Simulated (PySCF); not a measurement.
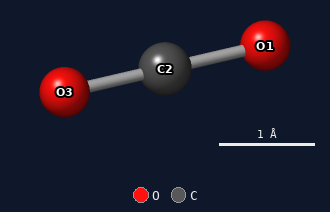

Fig. 1: The structure as given in the input (ball-and-stick view, seen at a tilt; atoms are numbered from 1 in the order of the input). Bond lengths as drawn: C–O 1.16 Å.

**What a change does: NMR shielding calculation on CO₂**

System: CO₂, SMILES O=C=O.
Method of run 1: GIAO WP04/pcSseg-2 NMR shielding, non-relativistic, gas phase (PySCF 2.14.0).

The geometry comes from this level: PBE0-D3(BJ)/def2-SVP. Text and figures count atoms from 1; the logs count them from 0 in places.

Input file, run 1:
```
{"job": {"kind": "nmr", "xc": "WP04", "basis": "pcSseg-2", "pop": false}, "charge": 0, "multiplicity": 1}
O     -1.163910     0.112702     0.005409
C     -0.005428     0.071134    -0.006631
O      1.152937     0.029364    -0.018668
```

The first line tells a small driver script what to run in PySCF; the rest is the geometry in Å.

Command:
```bash
OMP_NUM_THREADS=1 python <driver script> task.json out
```

Hardware: 1 CPU thread, shared host.

Output (run 1):
```
coarse grid: 3264 points
cycle   1  E = -192.0706576655  dE =  7.050e-01  |g| = 1.230e+00  |ddm| = 1.477e+00
cycle   2  E = -191.4313801665  dE =  6.393e-01  |g| = 2.255e+00  |ddm| = 1.416e+00
cycle   3  E = -192.3130658427  dE = -8.817e-01  |g| = 1.249e-01  |ddm| = 1.082e+00
cycle   4  E = -192.3162189491  dE = -3.153e-03  |g| = 3.664e-02  |ddm| = 1.233e-01
cycle   5  E = -192.3164757765  dE = -2.568e-04  |g| = 4.063e-03  |ddm| = 2.582e-02
cycle   6  E = -192.3164768131  dE = -1.037e-06  |g| = 2.795e-03  |ddm| = 2.436e-03
final grid: 33624 points
cycle   7  E = -192.3126744107  dE = -1.423e-05  |g| = 1.066e-02  |ddm| = 2.942e-02
cycle   8  E = -192.3125665209  dE =  1.079e-04  |g| = 2.674e-02  |ddm| = 1.399e-02
cycle   9  E = -192.3126927786  dE = -1.263e-04  |g| = 3.143e-03  |ddm| = 1.032e-02
cycle  10  E = -192.3126945155  dE = -1.737e-06  |g| = 1.097e-04  |ddm| = 1.257e-03
cycle  11  E = -192.3126945174  dE = -1.947e-09  |g| = 1.312e-05  |ddm| = 4.933e-05
cycle  12  E = -192.3126945175  dE = -2.024e-11  |g| = 2.276e-06  |ddm| = 7.081e-06
converged SCF energy = -192.3126945175

GIAO shielding tensors (ppm)
atom      isotropic    diamagn.    paramagn.     s11        s22        s33       span
  0 O      201.414     389.876    -188.462     93.640     93.640    416.963    323.324
  1 C       42.893     266.224    -223.331    -78.614    -78.614    285.908    364.522
  2 O      201.388     389.874    -188.486     93.600     93.601    416.964    323.364
```

The input of run 2 differs as follows (lines with − go, lines with + come):
```diff
-"xc": "WP04"
+"xc": "CAM-B3LYP"
```

What does this change do to the results?

The total energies belong to different methods, so their difference says nothing on which is more stable or more accurate. The HOMO goes from −11.93 to −12.21 eV. The LUMO goes from −1.67 to 1.43 eV. Of all shieldings, the largest change is that of O1 and O3, by +15.2 ppm. The functional changes from WP04 to CAM-B3LYP. Exact exchange removes part of the self-interaction error of semilocal functionals, which pushes filled and empty levels apart. The number of SCF iterations is the same.

Output (run 2):
```
coarse grid: 3264 points
cycle   1  E = -188.4558287140  dE =  6.392e-01  |g| = 9.138e-01  |ddm| = 1.461e+00
cycle   2  E = -188.3106538292  dE =  1.452e-01  |g| = 1.353e+00  |ddm| = 9.024e-01
cycle   3  E = -188.6055152685  dE = -2.949e-01  |g| = 2.963e-02  |ddm| = 5.624e-01
cycle   4  E = -188.6056444481  dE = -1.292e-04  |g| = 7.940e-03  |ddm| = 1.361e-02
cycle   5  E = -188.6056563684  dE = -1.192e-05  |g| = 1.545e-03  |ddm| = 4.890e-03
cycle   6  E = -188.6056569024  dE = -5.340e-07  |g| = 6.807e-04  |ddm| = 1.794e-03
final grid: 33624 points
cycle   7  E = -188.6030170164  dE = -1.166e-05  |g| = 2.056e-03  |ddm| = 1.355e-02
cycle   8  E = -188.6030161468  dE =  8.696e-07  |g| = 3.121e-03  |ddm| = 1.710e-03
cycle   9  E = -188.6030177097  dE = -1.563e-06  |g| = 3.205e-04  |ddm| = 1.171e-03
cycle  10  E = -188.6030177169  dE = -7.184e-09  |g| = 2.481e-04  |ddm| = 2.163e-04
cycle  11  E = -188.6030177274  dE = -1.056e-08  |g| = 1.137e-05  |ddm| = 8.626e-05
cycle  12  E = -188.6030177275  dE = -3.126e-11  |g| = 3.806e-06  |ddm| = 7.679e-06
converged SCF energy = -188.6030177275

GIAO shielding tensors (ppm)
atom      isotropic    diamagn.    paramagn.     s11        s22        s33       span
  0 O      216.601     390.806    -174.204    117.563    117.563    414.679    297.116
  1 C       47.362     265.922    -218.559    -71.602    -71.602    285.291    356.894
  2 O      216.568     390.804    -174.236    117.512    117.512    414.679    297.167
```

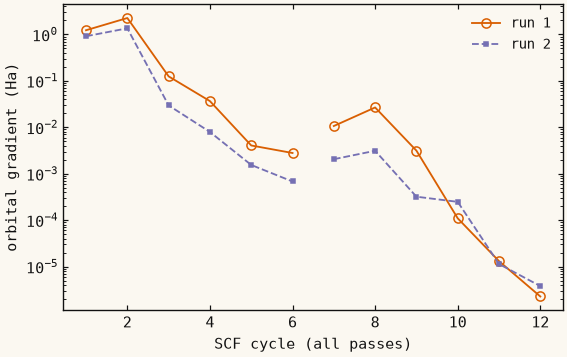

Fig. 2: Convergence of the two runs: orbital gradient against the SCF cycle. A break in a curve parts two SCF passes (coarse and final grid). Run 1 takes 12 cycles in all, and run 2 takes 12.

The two runs side by side:

| quantity | run 1 | run 2 |
| --- | --- | --- |
| outcome | converged | converged |
| total energy (hartree) | −192.312695 | −188.603018 |
| HOMO (eV) | −11.93 | −12.21 |
| LUMO (eV) | −1.67 | 1.43 |
| dipole moment (D) | 0.00 | 0.00 |
| shielding of O1 (ppm) | 201.4 | 216.6 |
| shielding of C2 (ppm) | 42.9 | 47.4 |
| shielding of O3 (ppm) | 201.4 | 216.6 |
| SCF iterations | 12 | 12 |
| basis functions | 108 | 108 |
| wall time (shared host) | 2.1 s | 2.7 s |
